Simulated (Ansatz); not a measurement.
# [NH3]+ (SMILES [NH3+]) at 6 levels

Aim: a comparison of 6 runs (UHF/3-21G, U-wB97X/6-31G*, UCAM-B3LYP/6-31G*, RPA@PBE/3-21G, UCCSDT(Q)/3-21G, UCCSD(T)/6-31G*) of [NH3]+. 

Program for the calculation: Ansatz 0.2.0.

## (1) Starting point

[NH3]+: 4 atoms, total charge +1, spin state doublet. As SMILES, `[NH3+]`. The H2–N1 distance was set to 2.056 Å, away from the relaxed value. At this shape a bond of the SMILES string is far longer than usual.

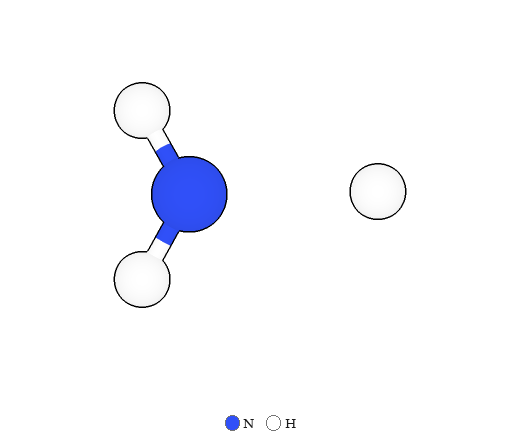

Viewed from a chosen angle; nitrogen blue, hydrogen white.

## (2) A single-point energy at UHF/3-21G (run 1)

Input file molecule.yaml:

```yaml
crystal:
  periodic: [false, false, false]
  atoms:
    - {symbol: "N", position_ang: [-0.510432, 0.237115, -0.859980]}
    - {symbol: H, position_ang: [0.510700, -0.238750, 0.859300]}
    - {symbol: H, position_ang: [-1.506032, -0.001585, -0.949460]}
    - {symbol: H, position_ang: [-0.025952, 0.717015, -1.628810]}
basis:
  gaussian: {orbitals: 3-21G.json}
accuracy: high
magnetization: {spin_polarized: true, initial_magnetization: 1}
hamiltonian: {xc: hf}
total_charge: 1
```

The basis set 3-21G is read from a file made from the Basis Set Exchange's data (not shown).

On the command line:

```bash
$ ansatz run molecule.yaml --threads 1 --pin off --max-ram 2610MiB --events-out events.jsonl --progress --plain --runs-dir runs
```

The log of the run:

```text
Warning: RAYON_NUM_THREADS=1 ignored (pool sized by the plan → 1); use --threads N
Functional definition: HF
  name "HF"
  exchange = exact_x
  correlation = 0
287 factors; integrals over basis functions are off by at most 4.6e-9 eV
mean field evaluation 1: about -1503.8738 eV, gradient 2.6e1 eV
mean field evaluation 2: about -1503.8701 eV, gradient 2.6e1 eV
mean field evaluation 4: about -1507.2350 eV, gradient 1.9e0 eV
mean field evaluation 8: about -1507.1034 eV, gradient 1.1e0 eV
mean field evaluation 16: about -1508.1555 eV, gradient 2.6e-4 eV
mean field evaluation 32: about -1508.1555 eV, gradient 1.3e-8 eV
mean field evaluation 64: about -1507.2372 eV, gradient 1.9e0 eV
mean field -1508.15549683 eV, -55.4236922441 hartree, gradient 2.0e-8 eV, S^2 1.445089; 3 other end points of the search recorded, 0 dependent functions left out
reference -1508.15549683 eV, -55.4236922441 hartree; 5, 4 occupied and 10, 11 virtual orbitals, 287 factors
Total energy: -1508.15549683 eV, -55.4236922441 hartree
```

It took 0.1 s on 1 thread of Arm Neoverse V1, shared host.

## (3) A single-point energy at U-wB97X/6-31G(d) (spherical functions) (run 2)

Input file in.yaml:

```yaml
crystal:
  periodic: [false, false, false]
  atoms:
    - {symbol: "N", position_ang: [-0.510432, 0.237115, -0.859980]}
    - {symbol: H, position_ang: [0.510700, -0.238750, 0.859300]}
    - {symbol: H, position_ang: [-1.506032, -0.001585, -0.949460]}
    - {symbol: H, position_ang: [-0.025952, 0.717015, -1.628810]}
basis:
  gaussian:
    orbitals: 6-31G_st_-spherical.json
total_charge: 1
magnetization:
  spin_polarized: true
  initial_magnetization: 1
hamiltonian:
  xc: {name: wB97X}
accuracy: high
```

The basis set 6-31G* is read from a file made from the Basis Set Exchange's data (not shown).

On the command line:

```bash
$ ansatz run in.yaml --threads 1 --pin off --max-ram 2610MiB --events-out events.jsonl --progress --plain --runs-dir runs
```

The log of the run:

```text
Warning: RAYON_NUM_THREADS=1 ignored (pool sized by the plan → 1); use --threads N
Functional definition: wB97X
  name "wB97X"
  parameter omega = 0.3/bohr
  parameter cx = 0.157706
  parameter cx1 = 0.726479
  parameter cx2 = 1.04760
  parameter cx3 = -5.70635
  parameter cx4 = 13.2794
  parameter css1 = -4.33879
  parameter css2 = 18.2308
  parameter css3 = -31.7430
  parameter css4 = 17.2901
  parameter cos1 = 2.37031
  parameter cos2 = -11.3995
  parameter cos3 = 6.58405
  parameter cos4 = -3.78132
  exchange = spin_sum(e_x_unif_sr(omega)*poly(b97_u_x, 1 - cx, cx1, cx2, cx3, cx4)) + cx*exact_x_sr(omega)
      + exact_x_lr(omega)
  correlation = spin_sum(e_c_pw_same_spin*poly(b97_u_same, 1, css1, css2, css3, css4))
      + integral(e_c_pw_opposite_spin*poly(b97_u_opposite, 1, cos1, cos2, cos3, cos4))
394 factors; integrals over basis functions are off by at most 5.0e-9 eV
145 factors; integrals over basis functions are off by at most 1.6e-9 eV
mean field evaluation 1: about -1516.0847 eV, gradient 3.9e1 eV
mean field evaluation 2: about -1514.8673 eV, gradient 4.1e1 eV
mean field evaluation 4: about -1523.7402 eV, gradient 1.0e0 eV
mean field evaluation 8: about -1523.8388 eV, gradient 1.3e0 eV
mean field evaluation 16: about -1523.8713 eV, gradient 1.2e-3 eV
mean field evaluation 32: about -1521.4893 eV, gradient 1.2e1 eV
mean field -1523.87127792 eV, -56.0012365467 hartree, gradient 2.5e-8 eV, S^2 1.003958; 2 other end points of the search recorded, 0 dependent functions left out
reference -1523.87127702 eV, -56.0012365133 hartree; 5, 4 occupied and 15, 16 virtual orbitals, 394 factors
Total energy: -1523.87127702 eV, -56.0012365133 hartree
```

Run time: 5.7 s. Hardware: 1 thread of Arm Neoverse V1, shared host; peak memory 0.24 GiB.

Run 3 isn't shown in full; the table further down has it.

## (4) A single-point energy at RPA@PBE/3-21G (run 4)

Input file run.yaml:

```yaml
crystal:
  periodic: [false, false, false]
  atoms:
    - {symbol: N, position_ang: [-0.510432, 0.237115, -0.859980]}
    - {symbol: H, position_ang: [0.510700, -0.238750, 0.859300]}
    - {symbol: H, position_ang: [-1.506032, -0.001585, -0.949460]}
    - {symbol: H, position_ang: [-0.025952, 0.717015, -1.628810]}
basis:
  gaussian: {orbitals: 3-21G.json}
total_charge: 1
magnetization: {spin_polarized: true, initial_magnetization: 1}
hamiltonian: {xc: pbe}
correlation: {method: rpa, frozen_orbitals: {H: 0, "N": 1}}
accuracy: high
```

The basis set 3-21G is read from a file made from the Basis Set Exchange's data (not shown).

On the command line:

```bash
$ ansatz run run.yaml --threads 1 --pin off --max-ram 2610MiB --events-out events.jsonl --progress --plain --runs-dir runs
```

The log of the run:

```text
Warning: RAYON_NUM_THREADS=1 ignored (pool sized by the plan → 1); use --threads N
Functional definition: PBE
  name "PBE"
  parameter kappa = 0.804
  parameter beta = 0.06672455060314922
  exchange = pbe_x(kappa = kappa, mu = beta*pi^2/3)
  correlation = pbe_c(beta = beta)
287 factors; integrals over basis functions are off by at most 4.6e-9 eV
mean field evaluation 1: about -1502.4225 eV, gradient 5.1e1 eV
mean field evaluation 2: about -1502.4004 eV, gradient 5.1e1 eV
mean field evaluation 4: about -1511.5410 eV, gradient 1.8e1 eV
mean field evaluation 8: about -1514.6230 eV, gradient 5.4e-1 eV
mean field evaluation 16: about -1514.6333 eV, gradient 2.3e-4 eV
mean field evaluation 32: about -1475.3290 eV, gradient 1.6e1 eV
mean field -1514.63333005 eV, -55.6617482239 hartree, gradient 3.4e-8 eV, S^2 0.955137; 2 other end points of the search recorded, 0 dependent functions left out
1 core orbitals not correlated: weight in the atoms' cores, before any rotation towards them, 1.000 or more for the frozen orbitals, at most 0.000 for the correlated occupied ones
reference -1507.45891198 eV, -55.3980932228 hartree; 4, 3 occupied and 10, 11 virtual orbitals, 287 factors
Total energy: -1512.64337275 eV, -55.5886186421 hartree
```

Run time: 1.1 s. Hardware: 1 thread of Arm Neoverse V1, shared host; peak memory 0.097 GiB.

Run 5 isn't shown in full; the table further down has it.

## (5) A single-point energy at UCCSD(T)/6-31G(d) (spherical functions) (run 6)

Input file run.yaml:

```yaml
crystal:
  periodic: [false, false, false]
  atoms:
    - {symbol: "N", position_ang: [-0.510432, 0.237115, -0.859980]}
    - {symbol: H, position_ang: [0.510700, -0.238750, 0.859300]}
    - {symbol: H, position_ang: [-1.506032, -0.001585, -0.949460]}
    - {symbol: H, position_ang: [-0.025952, 0.717015, -1.628810]}
basis:
  gaussian:
    orbitals: 6-31G_st_-spherical.json
total_charge: 1
magnetization:
  spin_polarized: true
  initial_magnetization: 1
correlation:
  method: ccsd_t
  frozen_orbitals: {H: 0, "N": 1}
accuracy: high
scf:
  omitted_lower_state_checks: [cluster_reference, increment]
```

The basis set 6-31G* is read from a file made from the Basis Set Exchange's data (not shown).

On the command line:

```bash
$ ansatz run run.yaml --threads 1 --pin off --max-ram 2610MiB --events-out events.jsonl --progress --plain --runs-dir runs
```

The log of the run:

```text
Warning: RAYON_NUM_THREADS=1 ignored (pool sized by the plan → 1); use --threads N
[... 14 lines left out ...]
1 core orbitals not correlated: weight in the atoms' cores, before any rotation towards them, 1.000 or more for the frozen orbitals, at most 0.000 for the correlated occupied ones
[... 36 lines left out ...]
Total energy: -1520.18725199 eV, -55.8658510909 hartree
Checks for a lower state left out: cluster_reference, increment
```

Wall time 0.32 s (1 thread of Arm Neoverse V1, shared host).

## (6) The series

| run | level | frozen core orbitals | energy (Eh) | ⟨S²⟩ | wall time |
| --- | --- | --- | --- | --- | --- |
| 1 | UHF/3-21G | – | -55.423692 | 1.445 | 0.1 s |
| 2 | U-wB97X/6-31G* (spherical functions) | – | -56.001237 | 1.004 | 5.7 s |
| 3 | UCAM-B3LYP/6-31G* (spherical functions) | – | -55.993968 | 1.002 | 1.1 s |
| 4 | RPA@PBE/3-21G | 1 | -55.588619 | 0.955 | 1.1 s |
| 5 | UCCSDT(Q)/3-21G | 1 | -55.527960 | 1.445 | 0.81 s |
| 6 | UCCSD(T)/6-31G* (spherical functions) | 1 | -55.865851 | 1.446 | 0.32 s |

## (7) What came out

| quantity | value |
| --- | --- |
| run 6: total energy | -55.86585 Eh |
| run 6: correlation energy (1 core orbital frozen) | -147.7 mEh |
| run 6: (T) correction | -3.57 mEh |
| run 6: ⟨S²⟩ of the reference determinant | 1.446 |
| run 6: T1 diagnostic | 0.094 |

**Reading.** Totals of different functionals can't be ranked against each other. Spin contamination of the reference: run 6 ⟨S²⟩ = 1.45, run 1 ⟨S²⟩ = 1.45, run 5 ⟨S²⟩ = 1.45, run 2 ⟨S²⟩ = 1.00, run 3 ⟨S²⟩ = 1.00, run 4 ⟨S²⟩ = 0.96. Where it is this large, the reference is a mixture of spin states, and values that rest on it are in doubt. All runs together took 9.2 s, the longest 5.7 s.
